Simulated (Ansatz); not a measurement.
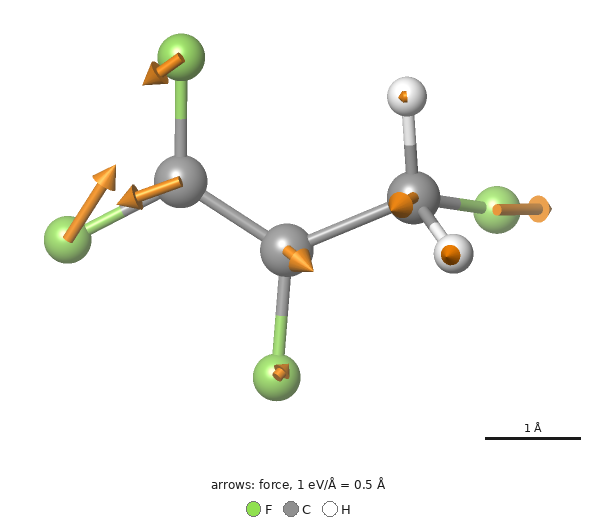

Starting geometry of C₃H₂F₄ (coarse preliminary run) with the computed forces as orange arrows. A ball-and-stick model, seen at a tilt.

The start comes from a force field.

Theory: RKS PBE-D4/def2-SVP (Ansatz). Settings: force threshold 0.03 eV/Å; at most 200 steps.

Is this structure relaxed? If not, where do the atoms go?

It isn't relaxed: the largest force vector, on F atoms, is 1.97 eV/Å. The final displacements follow the starting forces only in part (cosine between the two patterns 0.30). An F atom moves most after the best rigid fit: 0.18 Å. By element the largest moves are F 0.18 Å, H 0.15 Å, C 0.11 Å. Near-neighbour distances that change, for instance: C–F 1.342 → 1.392 Å, C–F 1.367 → 1.319 Å, C–C 1.332 → 1.350 Å, C–F 1.335 → 1.326 Å. Among the angles between lasting bonds that change: F–C–F 119.0° → 112.3°, C–C–F 119.0° → 124.5°, F–C–H 105.5° → 108.2°. The energy falls by 21.7 kJ/mol in 7 geometry steps. The largest force component goes from 1.7 to 0.019 eV/Å. The run took 8.5 s on 4 threads of Arm Neoverse V2 (shared host).
